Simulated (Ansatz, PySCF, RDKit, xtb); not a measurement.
# Isomers of InNH4S2, a sample narrowed down, part 2 of 2

Which of a sample of isomers of InNH4S2 is the most stable in the gas at 298.15 K, and what are its properties? The sample is small against all isomers, and the most stable one of this formula need not be in it. One structure proposed beforehand is put among the starts (marked given), to see whether the search confirms or beats it.

xtb, Ansatz and PySCF; isolated molecules.

## 12. c690c at CCSD(T)/def2-SVP

Input file input.yaml:

```yaml
crystal:
  periodic: [false, false, false]
  atoms:
    - {symbol: In, position_ang: [-0.735613, -0.680192, 0.269402]}
    - {symbol: N, position_ang: [-0.055921, -2.450971, 0.993019]}
    - {symbol: S, position_ang: [-2.715682, -0.570112, -1.082242]}
    - {symbol: S, position_ang: [0.521874, 1.343290, 0.559122]}
    - {symbol: H, position_ang: [-0.753724, -3.174197, 1.148035]}
    - {symbol: H, position_ang: [0.548463, -2.404122, 1.809432]}
    - {symbol: H, position_ang: [-2.950999, -1.897272, -0.975727]}
    - {symbol: H, position_ang: [1.490201, 0.726205, 1.272999]}
basis:
  gaussian:
    orbitals: def2-SVP
correlation:
  method: ccsd_t
  frozen_orbitals: {H: 0, S: 5, "N": 1, In: 4}
```

The run is started by

```sh
$ ansatz run input.yaml --threads 2 --pin off --max-ram 5220MiB --events-out events.jsonl --progress --plain --runs-dir runs
```

Output (excerpt; [...] marks lines left out):

```text
Warning: RAYON_NUM_THREADS=2 ignored (pool sized by the plan → 2); use --threads N
Functional definition: HF
  name "HF"
[...]
1015 factors; integrals over basis functions are off by at most 1.0e-3 eV
[...]
mean field -28322.30776176 eV, -1040.8256126951 hartree, gradient 3.6e-6 eV, S^2 0.000000; 0 other end points of the search recorded, 0 dependent functions left out
15 core orbitals not correlated: weight in the atoms' cores, before any rotation towards them, 1.000 or more for the frozen orbitals, at most 0.000 for the correlated occupied ones
reference -28322.30776176 eV, -1040.8256126951 hartree; 17, 17 occupied and 64, 64 virtual orbitals, 1015 factors
second order -14.19137574 eV of doubles, -0.00000000 eV of singles
cycle   1  -14.97335023 eV  change   -7.8e-1 eV  update   9.6e-2
[...]
cycle   9  -15.46662687 eV  change   -2.3e-5 eV  update   4.0e-5
perturbative correction -0.46994414 eV, -0.0172701287 hartree
Total energy: -28338.24433277 eV, -1041.4112708775 hartree
```

Wall time 2.5 s (2 threads of AMD EPYC 9B45 (Zen 5), shared host).

## 13. The ranking

Energies in kcal/mol from c690a; G adds the thermal terms to the CCSD(T)/def2-SVP + MP2/def2-TZVPP - MP2/def2-SVP energy. The columns left of the relaxed level are at the tight-binding geometries.

| label | SMILES | spin | GFN2-xTB | HF/STO-3G | r2SCAN-D4/def2-SVP | PBE0-D4/def2-SVP | HF/def2-SVP | MP2/def2-SVP | CCSD(T)/def2-SVP + MP2/def2-TZVPP - MP2/def2-SVP | G | share at equilibrium | T1 |
| --- | --- | --- | --- | --- | --- | --- | --- | --- | --- | --- | --- | --- |
| c690a | [NH2][In]([SH])[SH] | singlet | 0.0 | 0.0 | 0.0 | 0.0 | 0.0 | 0.0 | 0.0 | 0.0 | 59.0 % | 0.013 |
| c690c | [NH2][In]([SH])[SH] | singlet | 0.0 | 0.6 | 1.0 | 0.6 | 0.5 | 0.5 | 0.2 | 0.2 | 41.0 % | 0.012 |
| c533d | N[S][InH][SH] | singlet | 16.5 | 26.6 | 27.1 | 25.8 | 28.3 | 31.6 | 30.1 | 30.6 | < 0.1 % | 0.012 |

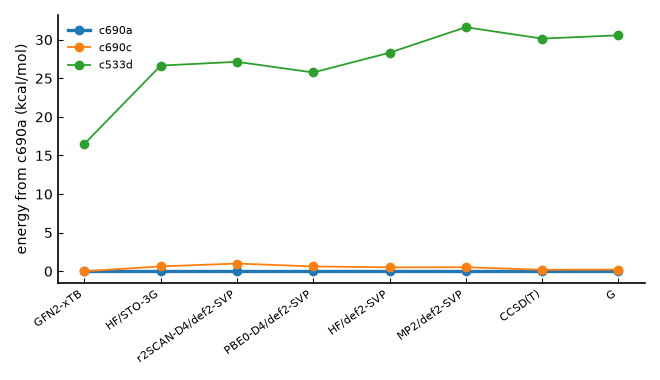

The finalists at each level, measured from c690a.

Lowest found: c690a, `[NH2][In]([SH])[SH]`, a singlet of point group Cs. Bond lengths: In1–N2 2.022 Å, In1–S3 2.404 Å, In1–S4 2.404 Å, N2–H5 1.016 Å, N2–H6 1.016 Å, S3–H7 1.351 Å, S4–H8 1.351 Å. Angles: N2–In1–S3 119.5°, N2–In1–S4 119.5°, S3–In1–S4 120.8°, In1–N2–H5 117.1°, In1–N2–H6 117.1°, In1–S3–H7 93.6°, In1–S4–H8 93.6°, H5–N2–H6 109.2°.

```xyz
8

In   -0.0057    0.0255    0.0215
N    -0.9671    1.7695   -0.3296
S     2.3832   -0.0804   -0.2276
S    -1.2391   -1.8544    0.8726
H    -1.9602    1.7161   -0.5382
H    -0.5253    2.4196   -0.9736
H     2.4555   -1.3619    0.1937
H    -0.1412   -2.6340    0.9812
```

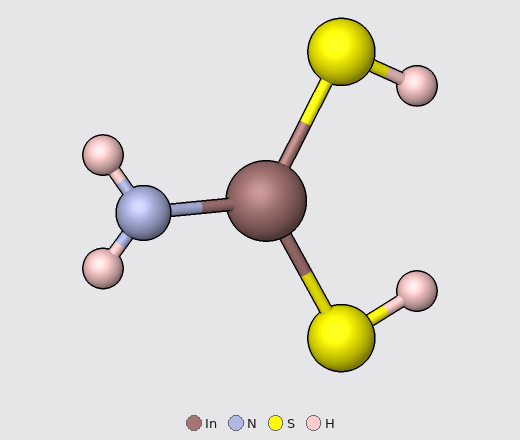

The lowest structure found, seen from a chosen angle (indium brown, nitrogen light blue, sulfur yellow, hydrogen pink).

## 14. Density, orbitals and dipole (PBE0/def2-TZVPD)

Input file input.yaml:

```yaml
crystal:
  periodic: [false, false, false]
  atoms:
    - {symbol: In, position_ang: [-0.005653, 0.025526, 0.021514]}
    - {symbol: "N", position_ang: [-0.967112, 1.769473, -0.329614]}
    - {symbol: S, position_ang: [2.383174, -0.080376, -0.227637]}
    - {symbol: S, position_ang: [-1.239136, -1.854378, 0.872608]}
    - {symbol: H, position_ang: [-1.960178, 1.716091, -0.538198]}
    - {symbol: H, position_ang: [-0.525329, 2.419592, -0.973590]}
    - {symbol: H, position_ang: [2.455488, -1.361888, 0.193705]}
    - {symbol: H, position_ang: [-0.141244, -2.634040, 0.981201]}
basis:
  gaussian: {orbitals: def2-TZVPD}
hamiltonian: {xc: {name: PBE0}}
output: {forces: true, orbitals: {seedname: orbitals}}
```

The run is started by

```sh
$ ansatz run input.yaml --threads 2 --pin off --max-ram 5220MiB --events-out events.jsonl --progress --plain --runs-dir runs
```

Output (excerpt; [...] marks lines left out):

```text
Warning: RAYON_NUM_THREADS=2 ignored (pool sized by the plan → 2); use --threads N
[... 2 set-up lines as earlier in the session ...]
[...]
1526 factors; their error is unknown
[...]
mean field -28394.17693593 eV, -1043.4667561310 hartree, gradient 3.4e-5 eV, S^2 0.000000; 0 other end points of the search recorded, 0 dependent functions left out
[...]
reference -28394.17699499 eV, -1043.4667583013 hartree; 32, 32 occupied and 189, 189 virtual orbitals, 1526 factors
[...]
Atom 3 at    -1.239136    -1.854378     0.872608 Å, force     0.259885     0.070818    -0.064461 eV/Å
Atom 4 at    -1.960178     1.716091    -0.538198 Å, force     0.263496     0.004146     0.031642 eV/Å
Atom 5 at    -0.525329     2.419592    -0.973590 Å, force    -0.120659    -0.184180     0.148114 eV/Å
Atom 6 at     2.455488    -1.361888     0.193705 Å, force    -0.020151     0.192461    -0.060987 eV/Å
Atom 7 at    -0.141244    -2.634040     0.981201 Å, force    -0.159141     0.124550    -0.018556 eV/Å
Dipole moment:    -0.063222     0.008956    -0.194614 e Å
```

Wall time 3.3 s (2 threads of AMD EPYC 9B45 (Zen 5), shared host); peak memory 0.71 GiB.

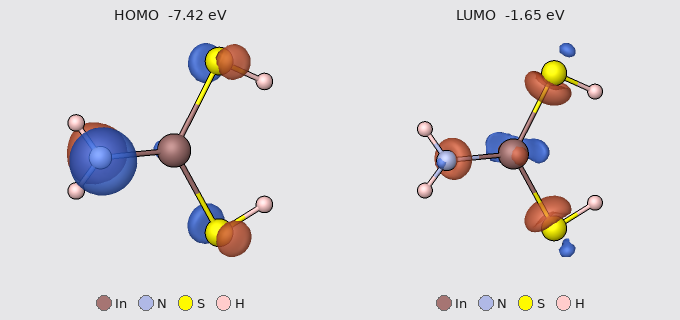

Frontier orbitals of this run, surfaces at ±0.2 Å^-3/2.

## 15. Frequencies after a tight-binding relaxation (GFN2-xTB)

Input file start.xyz:

```xyz
8
c690a
In    -0.005653     0.025526     0.021514
N     -0.967112     1.769473    -0.329614
S      2.383174    -0.080376    -0.227637
S     -1.239136    -1.854378     0.872608
H     -1.960178     1.716091    -0.538198
H     -0.525329     2.419592    -0.973590
H      2.455488    -1.361888     0.193705
H     -0.141244    -2.634040     0.981201
```

The run is started by

```sh
$ xtb start.xyz --gfn 2 --ohess tight
```

Output (excerpt; [...] marks lines left out):

```text
[...]
         ::                     SUMMARY                     ::
         :::::::::::::::::::::::::::::::::::::::::::::::::::::
         :: total energy             -12.711508542355 Eh    ::
         :: gradient norm              0.000188351374 Eh/a0 ::
         :: HOMO-LUMO gap              2.465380964785 eV    ::
         ::.................................................::
         :: SCC energy               -12.777593734004 Eh    ::
         :: -> isotropic ES            0.030139516349 Eh    ::
         :: -> anisotropic ES          0.000040285870 Eh    ::
         :: -> anisotropic XC          0.007167760513 Eh    ::
         :: -> dispersion             -0.005039352412 Eh    ::
         :: repulsion energy           0.066085191649 Eh    ::
         :: add. restraining           0.000000000000 Eh    ::
         :: total charge               0.000000000000 e     ::
         :::::::::::::::::::::::::::::::::::::::::::::::::::::
[...]
          | TOTAL ENERGY              -12.711508542355 Eh   |
          | TOTAL ENTHALPY            -12.662795265447 Eh   |
          | TOTAL FREE ENERGY         -12.708353331078 Eh   |
          | GRADIENT NORM               0.000188388156 Eh/α |
[...]
```

Run time: 0.11 s. Hardware: 2 threads of AMD EPYC 9B45 (Zen 5), shared host.

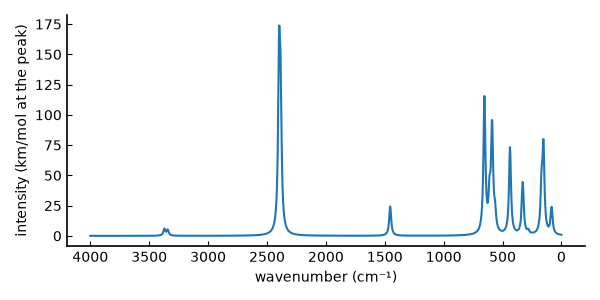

Harmonic infrared spectrum, unscaled, lines broadened by 10 cm⁻¹.

## 16. Electronic excitations (TD-CAM-B3LYP/def2-SVPD)

An in-house driver calls PySCF's response routines at TD-CAM-B3LYP/def2-SVPD; it has no typed input.

Output:

```text
coarse grid: 35728 points
cycle   1  E = -1042.3415050585  dE = -2.038e+01  |g| = 2.070e+00  |ddm| = 1.472e+01
cycle   2  E = -1042.1291041921  dE =  2.124e-01  |g| = 2.556e+00  |ddm| = 9.482e+00
cycle   3  E = -1043.4354749985  dE = -1.306e+00  |g| = 1.171e-01  |ddm| = 2.944e+00
cycle   4  E = -1043.4378096650  dE = -2.335e-03  |g| = 1.086e-01  |ddm| = 3.098e-01
cycle   5  E = -1043.4405984171  dE = -2.789e-03  |g| = 2.676e-02  |ddm| = 1.340e-01
cycle   6  E = -1043.4407797080  dE = -1.813e-04  |g| = 4.884e-03  |ddm| = 3.849e-02
cycle   7  E = -1043.4407916259  dE = -1.192e-05  |g| = 9.294e-04  |ddm| = 1.120e-02
cycle   8  E = -1043.4407922223  dE = -5.964e-07  |g| = 2.846e-04  |ddm| = 3.000e-03
final grid: 70016 points
cycle   9  E = -1043.4408283620  dE = -6.294e-08  |g| = 1.886e-04  |ddm| = 1.302e-03
cycle  10  E = -1043.4408283725  dE = -1.046e-08  |g| = 1.475e-04  |ddm| = 5.848e-04
cycle  11  E = -1043.4408283799  dE = -7.448e-09  |g| = 2.289e-05  |ddm| = 2.420e-04
cycle  12  E = -1043.4408283805  dE = -5.305e-10  |g| = 1.546e-05  |ddm| = 9.707e-05
converged SCF energy = -1043.4408283805

Static polarisability (au): isotropic 90.541, principal 68.361 94.455 108.807

Singlet excitations
state   eV       nm        f      main configurations
  1   4.7135    263.0   0.00007   H->L 0.89
  2   4.8112    257.7   0.01752   H-1->L 0.89
  3   5.4988    225.5   0.08326   H-2->L 0.81
  4   5.6520    219.4   0.02163   H->L+1 0.60, H-3->L 0.35
  5   5.9297    209.1   0.00005   H->L+2 0.65, H->L+3 0.09
  6   5.9310    209.0   0.05604   H-1->L+1 0.76, H-1->L+2 0.10
  7   6.1070    203.0   0.03067   H-1->L+2 0.44, H->L+4 0.19, H-2->L+2 0.09
  8   6.4065    193.5   0.15053   H-3->L+1 0.57, H-3->L 0.23, H->L+1 0.12

Triplet excitations (Tamm-Dancoff, eV): 4.3136 4.3764 4.8984
```

Wall time 5.7 s (2 threads of AMD EPYC 9B45 (Zen 5), shared host); peak memory 0.58 GiB.

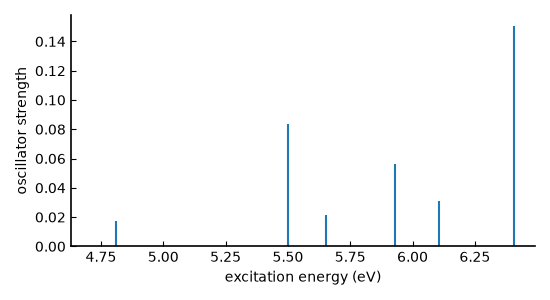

Vertical excitations as sticks.

The roots found:

| excited state | energy (eV) | strength |
| --- | --- | --- |
| 1 | 4.713 | 0.0001 |
| 2 | 4.811 | 0.0175 |
| 3 | 5.499 | 0.0833 |
| 4 | 5.652 | 0.0216 |
| 5 | 5.930 | 0.0001 |
| 6 | 5.931 | 0.0560 |
| 7 | 6.107 | 0.0307 |
| 8 | 6.407 | 0.1505 |

## 17. The cation at the same geometry (PBE0/def2-TZVPD)

Input file input.yaml:

```yaml
crystal:
  periodic: [false, false, false]
  atoms:
    - symbol: In
      position_ang: [-0.005653, 0.025526, 0.021514]
    - symbol: "N"
      position_ang: [-0.967112, 1.769473, -0.329614]
    - symbol: S
      position_ang: [2.383174, -0.080376, -0.227637]
    - symbol: S
      position_ang: [-1.239136, -1.854378, 0.872608]
    - symbol: H
      position_ang: [-1.960178, 1.716091, -0.538198]
    - symbol: H
      position_ang: [-0.525329, 2.419592, -0.973590]
    - symbol: H
      position_ang: [2.455488, -1.361888, 0.193705]
    - symbol: H
      position_ang: [-0.141244, -2.634040, 0.981201]
basis:
  gaussian: {orbitals: def2-TZVPD}
total_charge: 1
magnetization: {spin_polarized: true, initial_magnetization: 1}
hamiltonian: {xc: {name: PBE0}}
```

The run is started by

```sh
$ ansatz run input.yaml --threads 2 --pin off --max-ram 5220MiB --events-out events.jsonl --progress --plain --runs-dir runs
```

Output (excerpt; [...] marks lines left out):

```text
Warning: RAYON_NUM_THREADS=2 ignored (pool sized by the plan → 2); use --threads N
[... 2 set-up lines as earlier in the session ...]
[...]
1526 factors; their error is unknown
[...]
mean field -28385.00478859 eV, -1043.1296859335 hartree, gradient 8.6e-6 eV, S^2 0.769800; 7 other end points of the search recorded, 0 dependent functions left out
reference -28385.00483656 eV, -1043.1296876964 hartree; 32, 31 occupied and 189, 190 virtual orbitals, 1526 factors
Total energy: -28385.00483656 eV, -1043.1296876964 hartree
```

It took 21 s on 2 threads of AMD EPYC 9B45 (Zen 5), shared host; peak memory 0.94 GiB.

Difference from the parent: 9.17 eV.

## 18. The anion at the same geometry (PBE0/def2-TZVPD)

Changes to input.yaml since step 17:

```diff
@@ -5,3 +5,3 @@
       position_ang: [-0.005653, 0.025526, 0.021514]
-    - symbol: "N"
+    - symbol: N
       position_ang: [-0.967112, 1.769473, -0.329614]
@@ -20,5 +20,11 @@
 basis:
-  gaussian: {orbitals: def2-TZVPD}
-total_charge: 1
-magnetization: {spin_polarized: true, initial_magnetization: 1}
-hamiltonian: {xc: {name: PBE0}}
+  gaussian:
+    orbitals: def2-TZVPD
+hamiltonian:
+  xc: pbe0
+scf:
+  lower_state_search: "off"
+total_charge: -1
+magnetization:
+  spin_polarized: true
+  initial_magnetization: 1
```

The run is started by

```sh
$ ansatz run input.yaml --threads 2 --pin off --max-ram 5220MiB --events-out events.jsonl --progress --plain --runs-dir runs
```

Output (excerpt; [...] marks lines left out):

```text
Warning: RAYON_NUM_THREADS=2 ignored (pool sized by the plan → 2); use --threads N
[... 2 set-up lines as earlier in the session ...]
[...]
1526 factors; their error is unknown
[...]
mean field -28394.48828554 eV, -1043.4781980183 hartree, gradient 9.3e-6 eV, S^2 0.751955; 0 other end points of the search recorded, 0 dependent functions left out
reference -28394.48832380 eV, -1043.4781994242 hartree; 33, 32 occupied and 188, 189 virtual orbitals, 1526 factors
Total energy: -28394.48832380 eV, -1043.4781994242 hartree
Checks for a lower state left out: stability, starts, cluster_reference, orbital_swaps, neighbouring_geometries, increment
```

Wall time 3.3 s (2 threads of AMD EPYC 9B45 (Zen 5), shared host); peak memory 0.79 GiB.

Parent less the species with the added electron: 0.31 eV.

## 19. The triplet at the same geometry (PBE0/def2-TZVPD)

Changes to input.yaml since step 18:

```diff
@@ -5,3 +5,3 @@
       position_ang: [-0.005653, 0.025526, 0.021514]
-    - symbol: N
+    - symbol: "N"
       position_ang: [-0.967112, 1.769473, -0.329614]
@@ -22,9 +22,6 @@
     orbitals: def2-TZVPD
-hamiltonian:
-  xc: pbe0
-scf:
-  lower_state_search: "off"
-total_charge: -1
 magnetization:
   spin_polarized: true
-  initial_magnetization: 1
+  initial_magnetization: 2
+hamiltonian:
+  xc: {name: PBE0}
```

The run is started by

```sh
$ ansatz run input.yaml --threads 2 --pin off --max-ram 5220MiB --events-out events.jsonl --progress --plain --runs-dir runs
```

Output (excerpt; [...] marks lines left out):

```text
Warning: RAYON_NUM_THREADS=2 ignored (pool sized by the plan → 2); use --threads N
[... 2 set-up lines as earlier in the session ...]
[...]
1526 factors; their error is unknown
[...]
mean field -28390.02678448 eV, -1043.3142408783 hartree, gradient 6.4e-6 eV, S^2 2.010171; 7 other end points of the search recorded, 0 dependent functions left out
reference -28390.02684696 eV, -1043.3142431744 hartree; 33, 31 occupied and 188, 190 virtual orbitals, 1526 factors
Total energy: -28390.02684696 eV, -1043.3142431744 hartree
```

It took 21 s on 2 threads of AMD EPYC 9B45 (Zen 5), shared host; peak memory 1.3 GiB.

It lies 4.15 eV above the singlet.

## 20. What came out

The summary covers parts 1 to 2.

| quantity | value |
| --- | --- |
| lowest structure found | [NH2][In]([SH])[SH], singlet, Cs |
| next finalist | [NH2][In]([SH])[SH], singlet, 0.2 kcal/mol higher in G |
| share at equilibrium, among the finalists | 59.0 % |
| funnel | 27 starts, 19 minima at GFN2-xTB, 9 screening runs, 1 rescued, 3 relaxed, 3 ranked |
| CPU time of all runs | 8.4 min |
| harmonic wavenumbers, lowest and highest (PBE0-D4/def2-SVP) | 84 and 3688 cm⁻¹ |
| rotational constants, same geometry | 0.1051, 0.05886, 0.03778 cm⁻¹ |
| dipole moment (PBE0/def2-TZVPD) | 0.98 D |
| HOMO energy (PBE0/def2-TZVPD) | -7.42 eV |
| LUMO energy (PBE0/def2-TZVPD) | -1.65 eV |
| HOMO–LUMO gap (PBE0/def2-TZVPD) | 5.76 eV |
| lowest excitation (TD-CAM-B3LYP/def2-SVPD) | 4.71 eV (f = 0.000) |
| lowest triplet excitation, same level, Tamm-Dancoff | 4.31 eV |
| vertical ionisation energy | 9.17 eV |
| vertical electron affinity | 0.31 eV |
| vertical triplet less singlet | +4.15 eV |

**Reading.** The search ends on `[NH2][In]([SH])[SH]`. The next finalist is drawn with the same bonds. At 0.2 kcal/mol the two aren't resolved. GFN2-xTB, HF/STO-3G, r2SCAN-D4/def2-SVP, PBE0-D4/def2-SVP, HF/def2-SVP and MP2/def2-SVP already put its bonding pattern lowest among the structures in one piece. The largest share of the time went into the vibrations (41 %). Spin-orbit coupling, which matters for elements this heavy, is left out. One minimum inside the window was never screened. The structure proposed beforehand is the winner. The search is not exhaustive (a finite list of starts, one conformer a finalist), so a lower isomer can't be ruled out. Only 8 drawn patterns were tried, so whole families of isomers are missing, and the result ranks this sample alone. The lowest isomer need not be the one that is made and kept in a bottle, which depends on barriers.
